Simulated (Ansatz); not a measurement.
**GaBr (SMILES [Ga][Br]): a chain of runs**

Aim: a series of 40 runs (CASSCF(2,2)/aug-cc-pVDZ, CASSCF(2,3)/aug-cc-pVDZ, CASSCF(4,4)/aug-cc-pVDZ, CASSCF(4,5)/aug-cc-pVDZ, CASSCF(6,6)/aug-cc-pVDZ, CASSCF(6,7)/aug-cc-pVDZ, CASSCF(8,8)/aug-cc-pVDZ, CASSCF(8,9)/aug-cc-pVDZ, and more) of BrGa and its partners. The setting varied is the active orbitals, integral approximation. 

The results are computed with Ansatz 0.2.0.

**1. The molecule**

GaBr: 2 atoms, total charge 0, spin state singlet. SMILES: `[Ga][Br]`. Geometry: relaxed at PBE0-D4/def2-TZVP.

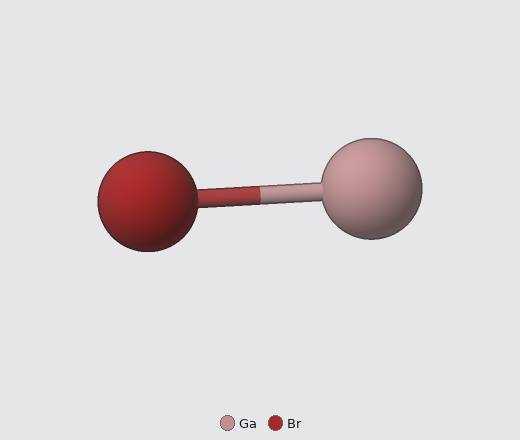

Viewed from a chosen angle; gallium pink, bromine red.

**2. The energy at CASSCF(2,2)/aug-cc-pVDZ (3 states averaged) (run 1)**

Input file input.yaml:

```yaml
basis:
  gaussian: {orbitals: aug-cc-pVDZ}
crystal:
  periodic: [false, false, false]
  atoms:
    - symbol: Ga
      position_ang: [-0.000000, -0.000000, 0.013830]
    - symbol: Br
      position_ang: [0.000000, 0.000000, 2.388120]
correlation:
  active_space: {window: {electrons: 2, orbitals: 2}, states: [{multiplicity: 1, weights: [1, 1, 1]}]}
```

The run is started by

```console
$ ansatz run input.yaml --threads 1 --pin off --max-ram 3480MiB --events-out events.jsonl --progress --plain --runs-dir runs
```

The program printed:

```text
Warning: RAYON_NUM_THREADS=1 ignored (pool sized by the plan → 1); use --threads N
Functional definition: HF
  name "HF"
  exchange = exact_x
  correlation = 0
1303 factors; integrals over basis functions are off by at most 1.6e-7 eV
mean field evaluation 1: about -122333.0261 eV, gradient 1.2e1 eV
mean field evaluation 2: about -122333.0442 eV, gradient 1.2e1 eV
mean field evaluation 4: about -122333.7277 eV, gradient 8.9e-1 eV
mean field evaluation 8: about -122333.7364 eV, gradient 1.5e-3 eV
mean field -122333.73639946 eV, -4495.6818918954 hartree, gradient 6.2e-7 eV, S^2 0.000000; 0 other end points of the search recorded, 0 dependent functions left out
reference -122333.73639946 eV, -4495.6818918954 hartree; 33, 33 occupied and 39, 39 virtual orbitals, 1303 factors
state -122333.69003366 eV, -4495.6801879837 hartree
state -122328.85097652 eV, -4495.5023559138 hartree
state -122324.16553924 eV, -4495.3301692697 hartree
Total energy: -122328.90218314 eV, -4495.5042377224 hartree
```

Wall time 9.9 s (1 thread of Arm Neoverse V1, shared host); peak memory 0.25 GiB.

The roots found:

```tsv
excited state	energy (eV)
1	4.839
2	9.524
```

**3. The energy at CASSCF(2,3)/aug-cc-pVDZ (3 states averaged) (run 2)**

Input file input.yaml:

```yaml
crystal:
  periodic: [false, false, false]
  atoms:
    - {symbol: Ga, position_ang: [-0.000000, -0.000000, 0.013830]}
    - {symbol: Br, position_ang: [0.000000, 0.000000, 2.388120]}
basis:
  gaussian: {orbitals: aug-cc-pVDZ}
correlation:
  active_space: {window: {electrons: 2, orbitals: 3}, states: [{multiplicity: 1, weights: [1, 1, 1]}]}
```

The run is started by

```console
$ ansatz run input.yaml --threads 1 --pin off --max-ram 3480MiB --events-out events.jsonl --progress --plain --runs-dir runs
```

The program printed:

```text
Warning: RAYON_NUM_THREADS=1 ignored (pool sized by the plan → 1); use --threads N
Functional definition: HF
  name "HF"
  exchange = exact_x
  correlation = 0
1303 factors; integrals over basis functions are off by at most 1.6e-7 eV
mean field evaluation 1: about -122333.0261 eV, gradient 1.2e1 eV
mean field evaluation 2: about -122333.0442 eV, gradient 1.2e1 eV
mean field evaluation 4: about -122333.7277 eV, gradient 8.9e-1 eV
mean field evaluation 8: about -122333.7364 eV, gradient 1.5e-3 eV
mean field -122333.73639946 eV, -4495.6818918954 hartree, gradient 6.2e-7 eV, S^2 0.000000; 0 other end points of the search recorded, 0 dependent functions left out
reference -122333.73639946 eV, -4495.6818918954 hartree; 33, 33 occupied and 39, 39 virtual orbitals, 1303 factors
state -122333.70406498 eV, -4495.6807036252 hartree
state -122328.98042411 eV, -4495.5071130249 hartree
state -122328.98042411 eV, -4495.5071130249 hartree
Total energy: -122330.55497106 eV, -4495.5649765583 hartree
```

Wall time 5.7 s (1 thread of Arm Neoverse V1, shared host); peak memory 0.25 GiB.

The roots found:

```tsv
excited state	energy (eV)
1	4.724
2	4.724
```

Runs 3 to 25 aren't shown in full; the table further down has their settings and results.

**4. The Ga atom: a single-point energy at UB3LYP/def2-SVP (density fitting with def2-universal-jkfit) (run 26)**

Input file run.yaml:

```yaml
crystal:
  periodic: [false, false, false]
  atoms:
    - symbol: Ga
      position_ang: [0.000000, 0.000000, 0.000000]
basis:
  gaussian: {orbitals: def2-SVP, fitting: {mean_field: def2-universal-jkfit}}
magnetization: {spin_polarized: true, initial_magnetization: 1}
hamiltonian: {xc: {name: B3LYP}}
```

The run is started by

```console
$ ansatz run run.yaml --threads 1 --pin off --max-ram 3480MiB --events-out events.jsonl --progress --plain --runs-dir runs
```

The program printed:

```text
Warning: RAYON_NUM_THREADS=1 ignored (pool sized by the plan → 1); use --threads N
Functional definition: B3LYP
  name "B3LYP"
  parameter a0 = 0.2
  parameter ax = 0.72
  parameter ac = 0.81
  exchange = (1 - a0 - ax)*slater_x + ax*b88_x + a0*exact_x
  correlation = (1 - ac)*vwn_rpa_c + ac*lyp_c
266 factors; integrals over basis functions are off by at most 4.2e-2 eV
mean field evaluation 1: about -52371.2562 eV, gradient 8.6e0 eV
mean field evaluation 2: about -52371.2192 eV, gradient 1.0e1 eV
mean field evaluation 4: about -52371.4012 eV, gradient 6.1e-2 eV
mean field evaluation 8: about -52371.4012 eV, gradient 1.5e-4 eV
mean field evaluation 16: about -52371.4012 eV, gradient 2.2e-5 eV
mean field -52371.40122570 eV, -1924.6134964337 hartree, gradient 2.2e-5 eV, S^2 0.751958; 3 other end points of the search recorded, 0 dependent functions left out
reference -52371.40137035 eV, -1924.6135017496 hartree; 16, 15 occupied and 16, 17 virtual orbitals, 266 factors
Total energy: -52371.40137035 eV, -1924.6135017496 hartree
```

It took 0.85 s on 1 thread of Arm Neoverse V1, shared host.

Runs 27 to 39 aren't shown in full; the table further down has their settings and results.

**5. A structure relaxation at HF/ANO-RCC-VQZP (sfX2C) (run 40)**

Input file job.yaml:

```yaml
crystal:
  periodic: [false, false, false]
  atoms:
    - {symbol: Ga, position_ang: [-0.000000, -0.000000, 0.013830]}
    - {symbol: Br, position_ang: [0.000000, 0.000000, 2.388120]}
basis:
  gaussian: {orbitals: ANO-RCC-VQZP.json}
relax: {f_tol: 0.002}
hamiltonian: {xc: hf}
```

The basis set ANO-RCC-VQZP is read from a file made from the Basis Set Exchange's data (not shown).

The run is started by

```console
$ ansatz run job.yaml --threads 1 --pin off --max-ram 3480MiB --events-out events.jsonl --progress --plain --runs-dir runs
```

The program printed:

```text
Warning: RAYON_NUM_THREADS=1 ignored (pool sized by the plan → 1); use --threads N
The last accepted step is kept in runs//last_step.txt (removed where the run ends without a failure and the disk answers)
[... 31 lines left out ...]
Total energy: -123723.19889093 eV, -4546.7436966455 hartree
[... 3 lines left out ...]
Dipole moment:     0.000000    -0.000000    -0.603718 e Å
```

It took 94 s on 1 thread of Arm Neoverse V1, shared host; peak memory 0.35 GiB.

The path in brief:

```tsv
step	energy from the first frame kept (eV)	largest force (eV/Å)
1	0.0000	0.1570
2	-0.0013	0.0157
3	-0.0013	0.0001
```

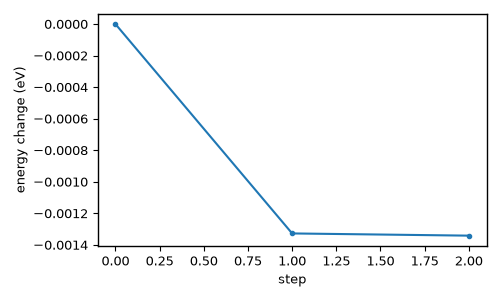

Energy along the run.

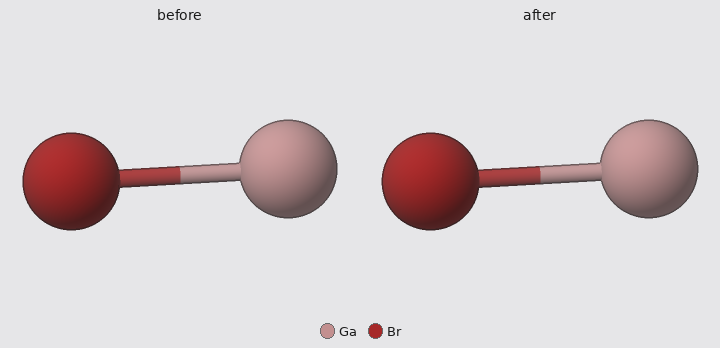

Before and after, at one scale.

After the run. Bond lengths: Ga1–Br2 2.392 Å.

**6. All runs side by side**

```tsv
run	level	number of roots	root multiplicities	partner	energy (Eh)	wall time
1	CASSCF(2,2)/aug-cc-pVDZ (3 states averaged)	3	(1, 1, 1)	base	-4495.504238 (average)	9.9 s
2	CASSCF(2,3)/aug-cc-pVDZ (3 states averaged)	3	(1, 1, 1)	base	-4495.564977 (average)	5.7 s
3	CASSCF(4,4)/aug-cc-pVDZ (3 states averaged)	3	(1, 1, 1)	base	-4495.570543 (average)	11 s
4	CASSCF(4,5)/aug-cc-pVDZ (3 states averaged)	3	(1, 1, 1)	base	-4495.589397 (average)	8.1 s
5	CASSCF(6,6)/aug-cc-pVDZ (3 states averaged)	3	(1, 1, 1)	base	-4495.593099 (average)	14 s
6	CASSCF(6,7)/aug-cc-pVDZ (3 states averaged)	3	(1, 1, 1)	base	-4495.601740 (average)	32 s
7	CASSCF(8,8)/aug-cc-pVDZ (3 states averaged)	3	(1, 1, 1)	base	-4495.606213 (average)	90 s
8	CASSCF(8,9)/aug-cc-pVDZ (3 states averaged)	3	(1, 1, 1)	base	-4495.622934 (average)	49 s
9	CASSCF(10,10)/aug-cc-pVDZ (3 states averaged)	3	(1, 1, 1)	base	-4495.626607 (average)	76 s
10	PBE0/def2-SV(P)	–	–	base	-4497.966039	5.1 s
11	PBE0/def2-SVP	–	–	base	-4497.966039	5.1 s
12	PBE0/def2-TZVP	–	–	base	-4498.525287	2.4 s
13	PBE0/def2-TZVPP	–	–	base	-4498.525287	2.4 s
14	PBE0/def2-QZVP	–	–	base	-4498.620662	17 s
15	B3LYP/def2-SVP (Coulomb fitting set)	–	–	base	–	0.75 s
16	UB3LYP/def2-SVP (Coulomb fitting set)	–	–	atoms	–	0.3 s
17	UB3LYP/def2-SVP (Coulomb fitting set)	–	–	atoms	–	0.76 s
18	B3LYP/def2-SVP (Coulomb fitting set)	–	–	base	–	0.78 s
19	UB3LYP/def2-SVP (Coulomb fitting set)	–	–	atoms	–	0.32 s
20	UB3LYP/def2-SVP (Coulomb fitting set)	–	–	atoms	–	0.78 s
21	B3LYP/def2-SVP (density fitting with cc-pVTZ-jkfit)	–	–	base	-4498.597757	0.91 s
22	UB3LYP/def2-SVP (density fitting with cc-pVTZ-jkfit)	–	–	atoms	-2573.826598	0.36 s
23	UB3LYP/def2-SVP (density fitting with cc-pVTZ-jkfit)	–	–	atoms	-1924.613547	0.81 s
24	B3LYP/def2-SVP (density fitting with def2-universal-jkfit)	–	–	base	-4498.597664	0.99 s
25	UB3LYP/def2-SVP (density fitting with def2-universal-jkfit)	–	–	atoms	-2573.826544	0.38 s
26	UB3LYP/def2-SVP (density fitting with def2-universal-jkfit)	–	–	atoms	-1924.613502	0.85 s
27	B3LYP/def2-SVP (density fitting with cc-pVQZ-jkfit)	–	–	base	-4498.597759	0.91 s
28	UB3LYP/def2-SVP (density fitting with cc-pVQZ-jkfit)	–	–	atoms	-2573.826598	0.36 s
29	UB3LYP/def2-SVP (density fitting with cc-pVQZ-jkfit)	–	–	atoms	-1924.613547	0.83 s
30	B3LYP/def2-SVP (density fitting with cc-pV5Z-jkfit)	–	–	base	-4498.597758	0.97 s
31	UB3LYP/def2-SVP (density fitting with cc-pV5Z-jkfit)	–	–	atoms	-2573.826598	0.36 s
32	UB3LYP/def2-SVP (density fitting with cc-pV5Z-jkfit)	–	–	atoms	-1924.613547	0.85 s
33	B3LYP/def2-SVP	–	–	base	-4498.597656	4.2 s
34	UB3LYP/def2-SVP	–	–	atoms	-2573.826536	1.4 s
35	UB3LYP/def2-SVP	–	–	atoms	-1924.613498	2.2 s
36	HF/ANO-RCC-MB (sfX2C)	–	–	base	-4546.709016	21 s
37	HF/ANO-RCC-VDZ (sfX2C)	–	–	base	-4546.719177	32 s
38	HF/ANO-RCC-VDZP (sfX2C)	–	–	base	-4546.732910	35 s
39	HF/ANO-RCC-VTZP (sfX2C)	–	–	base	-4546.742431	42 s
40	HF/ANO-RCC-VQZP (sfX2C)	–	–	base	-4546.743697	94 s
```

Convergence of the lowest excitation energy within this active space of singlet GaBr with the active orbitals, against the last point:

```tsv
active orbitals	from the last (eV)	wall time
(2,2)	+0.3118	9.9 s
(2,3)	+0.1963	5.7 s
(4,4)	+0.3504	11 s
(4,5)	-0.1876	8.1 s
(6,6)	-0.1402	14 s
(6,7)	-0.0215	32 s
(8,8)	+0.0625	90 s
(8,9)	-0.0393	49 s
(10,10)	+0.0000	76 s
```

Convergence of the total energy of singlet GaBr with the basis set, against the last point:

```tsv
basis set	from the last (mEh)	wall time
ANO-RCC-MB	+34.681	21 s
ANO-RCC-VDZ	+24.520	32 s
ANO-RCC-VDZP	+10.787	35 s
ANO-RCC-VTZP	+1.265	42 s
ANO-RCC-VQZP	+0.000	94 s
```

**7. Summary of results**

| quantity | value |
| --- | --- |
| run 40, HF/ANO-RCC-VQZP: total energy at the end | -4546.74370 Eh |
| run 40, HF/ANO-RCC-VQZP: dipole moment | 2.90 D |
| run 40, HF/ANO-RCC-VQZP: bond length | 2.392 Å |
| electronic atomisation energy, B3LYP/def2-SVP (run 21, integral approximation cc-pVTZ-jkfit) | 4.289 eV |
| electronic atomisation energy, B3LYP/def2-SVP (run 24, integral approximation def2-universal-jkfit) | 4.289 eV |
| electronic atomisation energy, B3LYP/def2-SVP (run 27, integral approximation cc-pVQZ-jkfit) | 4.289 eV |
| electronic atomisation energy, B3LYP/def2-SVP (run 30, integral approximation cc-pV5Z-jkfit) | 4.289 eV |
| electronic atomisation energy, B3LYP/def2-SVP (run 33, integral approximation none) | 4.289 eV |

For the lowest excitation energy within this active space of singlet GaBr to stay within 0.1 eV of the last point, (6,7) is the first point of the series from which all later ones do (32 s against 76 s). For the total energy of singlet GaBr to stay within 10 mEh of the last point, ANO-RCC-VTZP is the first point of the series from which all later ones do (42 s against 94 s). For the total energy of singlet GaBr to stay within 2 mEh of the last point, ANO-RCC-VTZP is the first point of the series from which all later ones do (42 s against 94 s). Totals of different functionals can't be ranked against each other. Some runs of one species differ in core potentials or relativity; totals across that change don't compare. In run 36 the basis is minimal, so the values are rough. Rows marked as averages are means over several states, not the energy of one. All runs together took 9.6 min, the longest 94 s. 6 of the 40 runs ended normally but are set aside, since settings or state are in doubt.
